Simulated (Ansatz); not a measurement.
# Run report: Al32H, geometry relaxation (part 2 of 2)

Continued. System: Al32H (defect cell, 33 atoms in the cell). Method: DFT PBE, scalar-relativistic, plane waves, PAW, PAW set soft_1, no spin polarisation (Ansatz 0.2.0); cutoff 420 eV, 3×3×3 k-mesh, Gaussian smearing of 0.05 eV. It belongs to a series of runs on one base structure; here: end point A relaxed.

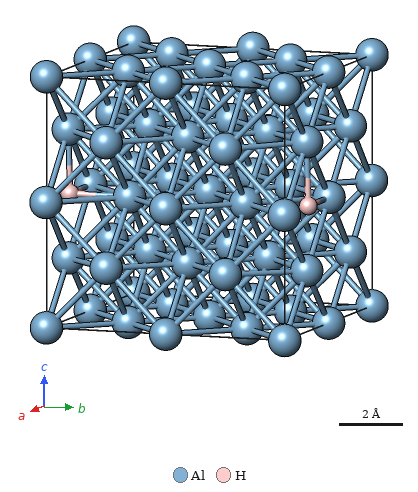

*The geometry at step 2 of the log (ball-and-stick view of the cell of the calculation, seen slightly off an axis).*

### Output, continued
```
--- Relaxed structure (3 steps of the walk, 3 accepted, 0 SCFs on fresh bases) ---
  F+E_penalty+E_count = -17215.97572730 eV   max|allowed force component| = 1.835e-2 eV/Å
  atoms:
    - { symbol: Al, position: [0.49873284374607657, -1.274301216714304e-5, 1.0590112849873228e-5] }
    - { symbol: Al, position: [0.7500052044333719, 0.25123518628439623, 6.560477692942463e-6] }
    - { symbol: Al, position: [0.7500394939439254, -0.00016475664829531235, 0.24424174090700188] }
    - { symbol: Al, position: [0.0012820345891273015, -7.616433508291578e-6, 1.2951073555283894e-5] }
    - { symbol: Al, position: [0.2499890039673702, 0.2508961198539535, 1.0706688158077443e-5] }
    - { symbol: Al, position: [0.4991367982868301, 0.500038538242194, 8.784068242252573e-6] }
    - { symbol: Al, position: [0.7500000879428762, 0.7487031408574094, 1.6470832884113067e-5] }
    - { symbol: Al, position: [0.24998672284305698, -7.679984530859772e-6, 0.2487179758968522] }
    - { symbol: Al, position: [0.500328788652934, 0.2496997377803135, 0.25034192470660893] }
    - { symbol: Al, position: [0.7500019973978956, 0.5000561397417872, 0.24870277474861266] }
    - { symbol: Al, position: [0.494100953924938, -0.0001713840037842589, 0.4999600134241294] }
    - { symbol: Al, position: [0.750044002254906, 0.25620175093636804, 0.49995715921901107] }
    - { symbol: Al, position: [0.7500410482578518, -0.00017129191291201571, 0.7558970066097238] }
    - { symbol: Al, position: [0.0008465956349033248, 0.5000335861931313, 7.645840277794694e-6] }
    - { symbol: Al, position: [0.2499939576377331, 0.7491747455582842, 5.8766337597679285e-6] }
    - { symbol: Al, position: [-0.00035568017458450086, 0.24969406101382635, 0.2503553836754765] }
    - { symbol: Al, position: [0.24999212716051578, 0.5000336422397119, 0.24915309530391785] }
    - { symbol: Al, position: [0.5003392904436047, 0.7504006621729133, 0.2503646452182735] }
    - { symbol: Al, position: [0.005756537016530373, -0.00016467691041264576, 0.4999615702823471] }
    - { symbol: Al, position: [0.2499932547319958, 0.2512352326988322, 0.4999949325803208] }
    - { symbol: Al, position: [0.4987183226048122, 0.5000461028413938, 0.4999969050090842] }
    - { symbol: Al, position: [0.7500373272062777, 0.7443983734646263, 0.4999636672301895] }
    - { symbol: Al, position: [0.24998908437864503, -1.267682090624758e-5, 0.7512675345912113] }
    - { symbol: Al, position: [0.5003134981169716, 0.2497102972307259, 0.7496864518787757] }
    - { symbol: Al, position: [0.7500031698926467, 0.5000462447563235, 0.751282017913899] }
    - { symbol: Al, position: [-0.0003579554898131143, 0.7503981228570364, 0.2503574894193952] }
    - { symbol: Al, position: [0.0012972954574139008, 0.5000562714638443, 0.4999980791005711] }
    - { symbol: Al, position: [0.24998307269733988, 0.748703090016596, 0.49999992480735816] }
    - { symbol: Al, position: [-0.00034261491439437156, 0.2496995209528074, 0.7496707723191914] }
    - { symbol: Al, position: [0.2499909859459311, 0.5000384741302498, 0.7508630750325198] }
    - { symbol: Al, position: [0.5003445537502251, 0.7503985872870338, 0.7496552330820244] }
    - { symbol: Al, position: [-0.0003649457496935953, 0.7504006570146214, 0.7496606572319545] }
    - { symbol: H, position: [0.7487088434117803, 0.0053946401381380115, 0.5012571840841306] }
```

### Trajectory as extended XYZ (Å, eV, eV/Å), 3 frames, from step=1 to step=3
```
33
Lattice="8.1000 0.0000 0.0000 0.0000 8.1000 0.0000 0.0000 0.0000 8.1000" Properties=species:S:1:pos:R:3:forces:R:3 step=1 energy=-17215.92114
Al    4.0500    0.0000    0.0000   -0.0086  -0.0021  -0.0002
Al    6.0750    2.0250    0.0000    0.0006   0.0089  -0.0003
Al    6.0750    0.0000    2.0250    0.0025  -0.0104  -0.3735
Al    0.0000    0.0000    0.0000    0.0084  -0.0019  -0.0002
Al    2.0250    2.0250    0.0000    0.0000   0.0250   0.0000
Al    4.0500    4.0500    0.0000   -0.0237   0.0001   0.0000
Al    6.0750    6.0750    0.0000    0.0004  -0.0081  -0.0001
Al    2.0250    0.0000    2.0250    0.0002  -0.0019  -0.0084
Al    4.0500    2.0250    2.0250    0.0069  -0.0055   0.0079
Al    6.0750    4.0500    2.0250    0.0005  -0.0007  -0.0084
Al    4.0500    0.0000    4.0500   -0.3896  -0.0110  -0.0026
Al    6.0750    2.0250    4.0500    0.0029   0.4229  -0.0028
Al    6.0750    0.0000    6.0750    0.0026  -0.0110   0.3894
Al    0.0000    4.0500    0.0000    0.0231   0.0001   0.0000
Al    2.0250    6.0750    0.0000    0.0000  -0.0222   0.0000
Al    0.0000    2.0250    2.0250   -0.0084  -0.0060   0.0084
Al    2.0250    4.0500    2.0250    0.0000   0.0001  -0.0231
Al    4.0500    6.0750    2.0250    0.0082   0.0111   0.0092
Al    0.0000    0.0000    4.0500    0.3733  -0.0104  -0.0024
Al    2.0250    2.0250    4.0500    0.0003   0.0089  -0.0006
Al    4.0500    4.0500    4.0500   -0.0085  -0.0010  -0.0005
Al    6.0750    6.0750    4.0500    0.0023  -0.3528  -0.0022
Al    2.0250    0.0000    6.0750    0.0002  -0.0021   0.0086
Al    4.0500    2.0250    6.0750    0.0063  -0.0049  -0.0063
Al    6.0750    4.0500    6.0750    0.0005  -0.0010   0.0085
Al    0.0000    6.0750    2.0250   -0.0093   0.0111   0.0092
Al    0.0000    4.0500    4.0500    0.0084  -0.0007  -0.0004
Al    2.0250    6.0750    4.0500    0.0001  -0.0081  -0.0004
Al    0.0000    2.0250    6.0750   -0.0079  -0.0055  -0.0069
Al    2.0250    4.0500    6.0750    0.0000   0.0001   0.0237
Al    4.0500    6.0750    6.0750    0.0081   0.0109  -0.0081
Al    0.0000    6.0750    6.0750   -0.0092   0.0111  -0.0082
H     6.0635    0.0484    4.0612    0.0097  -0.0425  -0.0094
33
Lattice="8.1000 0.0000 0.0000 0.0000 8.1000 0.0000 0.0000 0.0000 8.1000" Properties=species:S:1:pos:R:3:forces:R:3 step=2 energy=-17215.97432
Al    4.0408   -0.0004    0.0000   -0.0154   0.0016  -0.0001
Al    6.0751    2.0340    0.0000   -0.0004   0.0143  -0.0002
Al    6.0754   -0.0016    1.9732   -0.0002   0.0010   0.0469
Al    0.0094   -0.0004    0.0001    0.0160   0.0016  -0.0001
Al    2.0249    2.0317    0.0001   -0.0001   0.0021   0.0001
Al    4.0435    4.0502    0.0001   -0.0027   0.0002   0.0001
Al    6.0751    6.0655    0.0001   -0.0004  -0.0170  -0.0001
Al    2.0249   -0.0004    2.0156    0.0001   0.0016  -0.0160
Al    4.0502    2.0250    2.0253    0.0145  -0.0152   0.0140
Al    6.0751    4.0503    2.0156   -0.0004  -0.0005  -0.0164
Al    3.9975   -0.0016    4.0496    0.0417   0.0008   0.0002
Al    6.0754    2.0793    4.0496   -0.0001  -0.0304   0.0001
Al    6.0754   -0.0016    6.1275   -0.0002   0.0008  -0.0418
Al    0.0064    4.0502    0.0000    0.0032   0.0002   0.0000
Al    2.0250    6.0688    0.0000    0.0000  -0.0041   0.0000
Al   -0.0004    2.0249    2.0254   -0.0142  -0.0154   0.0142
Al    2.0250    4.0502    2.0186    0.0000   0.0002  -0.0032
Al    4.0503    6.0757    2.0254    0.0151   0.0140   0.0147
Al    0.0518   -0.0016    4.0496   -0.0470   0.0010   0.0002
Al    2.0250    2.0340    4.0499    0.0002   0.0143   0.0004
Al    4.0407    4.0502    4.0499   -0.0157  -0.0005   0.0004
Al    6.0754    6.0238    4.0496   -0.0003   0.0535   0.0003
Al    2.0250   -0.0004    6.0843    0.0001   0.0016   0.0154
Al    4.0501    2.0251    6.0749    0.0143  -0.0151  -0.0143
Al    6.0751    4.0502    6.0843   -0.0004  -0.0005   0.0158
Al   -0.0004    6.0756    2.0254   -0.0148   0.0142   0.0148
Al    0.0094    4.0503    4.0499    0.0164  -0.0005   0.0004
Al    2.0249    6.0655    4.0499    0.0001  -0.0170   0.0004
Al   -0.0003    2.0250    6.0748   -0.0140  -0.0152  -0.0145
Al    2.0249    4.0502    6.0815   -0.0001   0.0002   0.0027
Al    4.0503    6.0757    6.0747    0.0150   0.0138  -0.0150
Al   -0.0004    6.0757    6.0747   -0.0147   0.0140  -0.0151
H     6.0632    0.0494    4.0615    0.0045  -0.0199  -0.0043
33
Lattice="8.1000 0.0000 0.0000 0.0000 8.1000 0.0000 0.0000 0.0000 8.1000" Properties=species:S:1:pos:R:3:forces:R:3 step=3 energy=-17215.97573
Al    4.0397   -0.0001    0.0001   -0.0026   0.0003   0.0000
Al    6.0750    2.0350    0.0001   -0.0001   0.0024   0.0000
Al    6.0753   -0.0013    1.9784   -0.0005   0.0020   0.0024
Al    0.0104   -0.0001    0.0001    0.0027   0.0003   0.0000
Al    2.0249    2.0323    0.0001    0.0000   0.0022   0.0000
Al    4.0430    4.0503    0.0001   -0.0024   0.0000   0.0000
Al    6.0750    6.0645    0.0001   -0.0001  -0.0027   0.0000
Al    2.0249   -0.0001    2.0146    0.0000   0.0003  -0.0027
Al    4.0527    2.0226    2.0278    0.0020  -0.0023   0.0019
Al    6.0750    4.0505    2.0145   -0.0001   0.0001  -0.0027
Al    4.0022   -0.0014    4.0497   -0.0006   0.0020   0.0005
Al    6.0754    2.0752    4.0497   -0.0005   0.0073   0.0005
Al    6.0753   -0.0014    6.1228   -0.0005   0.0020   0.0006
Al    0.0069    4.0503    0.0001    0.0025   0.0000   0.0000
Al    2.0250    6.0683    0.0000    0.0000  -0.0027   0.0000
Al   -0.0029    2.0225    2.0279   -0.0018  -0.0022   0.0018
Al    2.0249    4.0503    2.0181    0.0000   0.0000  -0.0025
Al    4.0527    6.0782    2.0280    0.0018   0.0014   0.0017
Al    0.0466   -0.0013    4.0497   -0.0024   0.0020   0.0004
Al    2.0249    2.0350    4.0500    0.0000   0.0024   0.0001
Al    4.0396    4.0504    4.0500   -0.0027   0.0002   0.0001
Al    6.0753    6.0296    4.0497   -0.0004   0.0060   0.0004
Al    2.0249   -0.0001    6.0853    0.0000   0.0003   0.0026
Al    4.0525    2.0227    6.0725    0.0021  -0.0024  -0.0021
Al    6.0750    4.0504    6.0854   -0.0001   0.0002   0.0026
Al   -0.0029    6.0782    2.0279   -0.0017   0.0014   0.0017
Al    0.0105    4.0505    4.0500    0.0027   0.0001   0.0001
Al    2.0249    6.0645    4.0500    0.0000  -0.0027   0.0001
Al   -0.0028    2.0226    6.0723   -0.0019  -0.0023  -0.0020
Al    2.0249    4.0503    6.0820    0.0000   0.0000   0.0024
Al    4.0528    6.0782    6.0722    0.0018   0.0014  -0.0019
Al   -0.0030    6.0782    6.0723   -0.0017   0.0014  -0.0018
H     6.0645    0.0437    4.0602    0.0042  -0.0184  -0.0041
```

This output came from the following input.

### The input
```yaml
crystal:
  lattice:
    - [8.1, 0.0, 0.0]
    - [0.0, 8.1, 0.0]
    - [0.0, 0.0, 8.1]
  atoms:
    - { symbol: Al, position: [0.5, 0.0, 0.0] }
    - { symbol: Al, position: [0.75, 0.25, 0.0] }
    - { symbol: Al, position: [0.75, 0.0, 0.25] }
    - { symbol: Al, position: [0.0, 0.0, 0.0] }
    - { symbol: Al, position: [0.25, 0.25, 0.0] }
    - { symbol: Al, position: [0.5, 0.5, 0.0] }
    - { symbol: Al, position: [0.75, 0.75, 0.0] }
    - { symbol: Al, position: [0.25, 0.0, 0.25] }
    - { symbol: Al, position: [0.5, 0.25, 0.25] }
    - { symbol: Al, position: [0.75, 0.5, 0.25] }
    - { symbol: Al, position: [0.5, 0.0, 0.5] }
    - { symbol: Al, position: [0.75, 0.25, 0.5] }
    - { symbol: Al, position: [0.75, 0.0, 0.75] }
    - { symbol: Al, position: [0.0, 0.5, 0.0] }
    - { symbol: Al, position: [0.25, 0.75, 0.0] }
    - { symbol: Al, position: [0.0, 0.25, 0.25] }
    - { symbol: Al, position: [0.25, 0.5, 0.25] }
    - { symbol: Al, position: [0.5, 0.75, 0.25] }
    - { symbol: Al, position: [0.0, 0.0, 0.5] }
    - { symbol: Al, position: [0.25, 0.25, 0.5] }
    - { symbol: Al, position: [0.5, 0.5, 0.5] }
    - { symbol: Al, position: [0.75, 0.75, 0.5] }
    - { symbol: Al, position: [0.25, 0.0, 0.75] }
    - { symbol: Al, position: [0.5, 0.25, 0.75] }
    - { symbol: Al, position: [0.75, 0.5, 0.75] }
    - { symbol: Al, position: [0.0, 0.75, 0.25] }
    - { symbol: Al, position: [0.0, 0.5, 0.5] }
    - { symbol: Al, position: [0.25, 0.75, 0.5] }
    - { symbol: Al, position: [0.0, 0.25, 0.75] }
    - { symbol: Al, position: [0.25, 0.5, 0.75] }
    - { symbol: Al, position: [0.5, 0.75, 0.75] }
    - { symbol: Al, position: [0.0, 0.75, 0.75] }
    - { symbol: H, position: [0.7485757, 0.0059801, 0.5013868] }
basis:
  ecutwfc: 420.0
kpoints:
  mp_grid: { grid: [3, 3, 3] }
hamiltonian:
  xc: pbe
  pseudopotentials: { kind: paw, azcp: { folder: soft_1 } }
scf:
  occupations: { method: gaussian, width: 0.05 }
  lower_state_search: "off"
relax:
  f_tol: 0.03
  max_steps: 60
  adjacent_minimum: "off"
```

Command:
```bash
ansatz run input.yaml --threads 4 --pin off --max-ram 10240MiB --backend cpu --events-out ev --progress --plain --runs-dir out
```

### Summary

- outcome: converged
- electrons treated: 97
- free energy: −17215.9757 eV
- Fermi energy: 7.727 eV
- final volume: 531.44 Å³
- largest force (length of the vector) at the end: 0.019 eV/Å
- hardware: 4 threads of Arm Neoverse N1, 24 GiB of memory available, shared host
- wall time: 45 s (CPU time 3 min)
- peak memory: 1.3 GiB
